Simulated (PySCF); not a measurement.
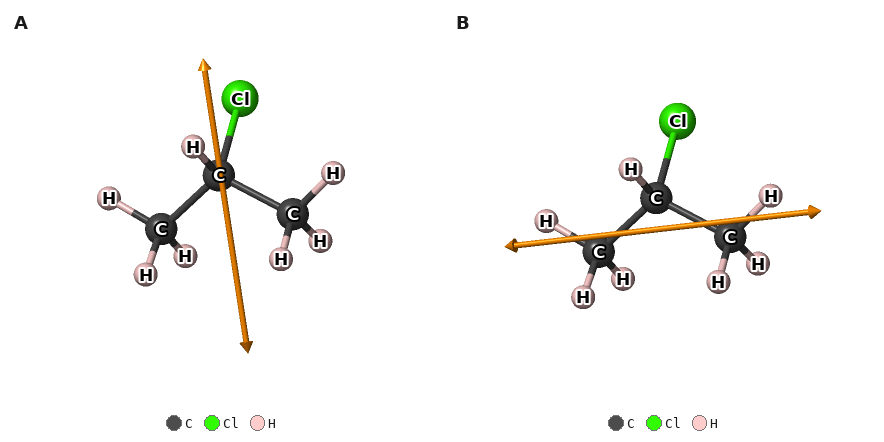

The double arrows show the directions of two transition dipoles from the ground state (lengths mean nothing). Computed geometry: PBE0-D3(BJ)/def2-SVP optimisation. No frequency run is at hand to confirm it as a minimum. Properties computed with TDDFT CAM-B3LYP/def2-SVPD, vertical, gas phase, core orbitals frozen in the response (PySCF 2.14.0).

### One belongs to singlet state 3 and one to singlet state 4. Which is which?

A: state 3, 8.19 eV (151 nm), oscillator strength 0.042, mainly HOMO → LUMO (weight 0.78).
B: state 4, 8.22 eV (151 nm), oscillator strength 0.059, mainly HOMO−1 → LUMO (weight 0.79).
